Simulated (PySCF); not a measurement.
# C5H9NSi2: what the fields show

```xyz
17

C    -0.4188    2.9259   -0.9335
C    -0.4672    1.8621   -0.3857
C    -0.5089    0.5510    0.2288
C    -0.4954   -0.5293   -0.8666
Si   -0.9913   -2.2688   -0.2784
Si    0.9461    0.4340    1.4707
C     2.4939    0.4008    0.4258
N     3.4319    0.3674   -0.2309
H    -0.3904    3.8611   -1.4072
H    -1.4513    0.4800    0.7870
H     0.4914   -0.5543   -1.3362
H    -1.1925   -0.2228   -1.6533
H     0.0413   -2.8310    0.5947
H    -1.1803   -3.1253   -1.4478
H    -2.2494   -2.1650    0.4693
H     1.0132    1.6334    2.3068
H     0.9207   -0.8072    2.2464
```

Geometry: GFN2-xTB.

The calculation used PBE0/pcSseg-1, SCF density, gas phase, non-relativistic (PySCF 2.14.0).

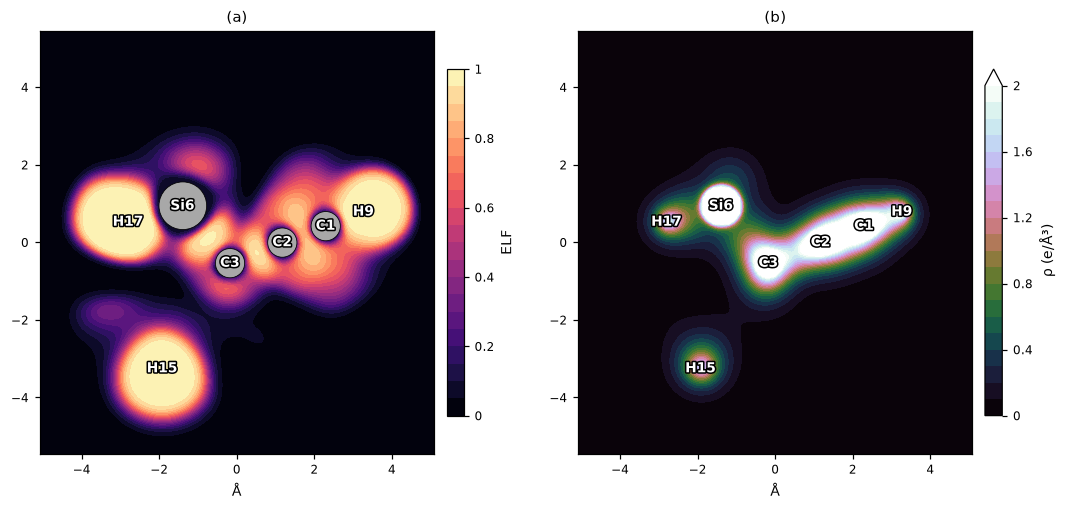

Figure 1. (a) ELF; (b) total electron density on the plane of atoms C2, C3 and Si6. Grey discs cover the atomic cores in the ELF map.

### Describe what can be read from this map.

The section cuts through C, Si and H sites. C–C (1.20 Å): the density is about 2.7 e/Å³ at the midpoint; the ELF peaks at about 0.85 between the atoms: a short, multiple covalent bond. C–H (1.05 Å): ρ is about 2.1 e/Å³ halfway; the ELF climbs to about 1 towards the hydrogen, as it does in any bond to H; an ordinary covalent bond to hydrogen. C–Si (1.92 Å): ρ is about 0.9 e/Å³ halfway; the ELF peaks at about 0.95 between the atoms; localised, covalent bonding. Si–H (1.46 Å): ρ is about 0.82 e/Å³ halfway; the ELF climbs to about 1 towards the hydrogen.

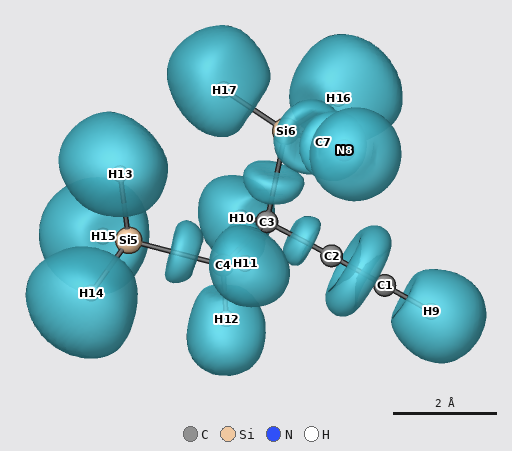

Figure 2. Isosurface of the electron localisation function at 0.8 (cyan), seen at a tilt. Only the valence region is drawn (cores and ρ < 0.01 e/Å³ removed).

### Identify the bonds, lone pairs and shells in this picture.

The ELF exceeds this value in three regions between bonded C–C atoms (shared pairs), one region between bonded C–N atoms (shared pairs), three regions between bonded C–Si atoms (shared pairs), nine regions around hydrogen nuclei and one lobe on N, pointing away from the bonds (lone pairs). Profiles from the grid: C–N (1.15 Å): the ELF peaks at about 0.85 between the atoms: a multiple bond.

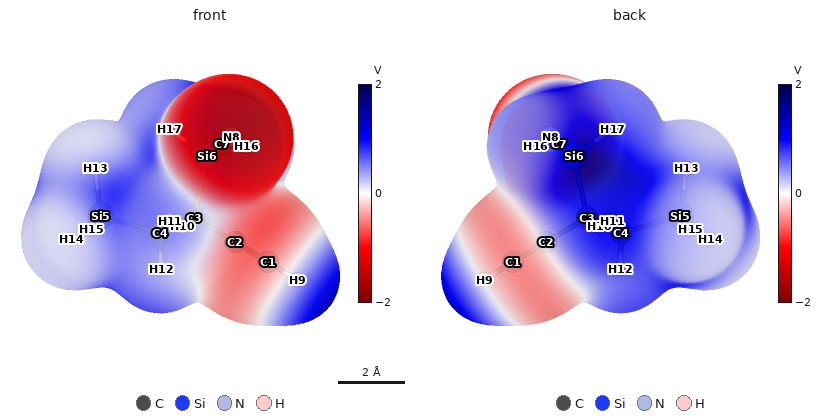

Figure 3. The molecular electrostatic potential painted on the density surface at 0.001 e/bohr³, seen from the front and from behind; the colour scale runs from red (negative) to blue (positive).

### Which sites attract a positive test charge, and which a negative one?

A positive charge is drawn to the negative regions and a negative charge to the positive ones. The most negative region (about −1.6 V) lies over N8, the most positive (about +1.5 V) over Si6. N8 is the likeliest acceptor of a hydrogen bond.
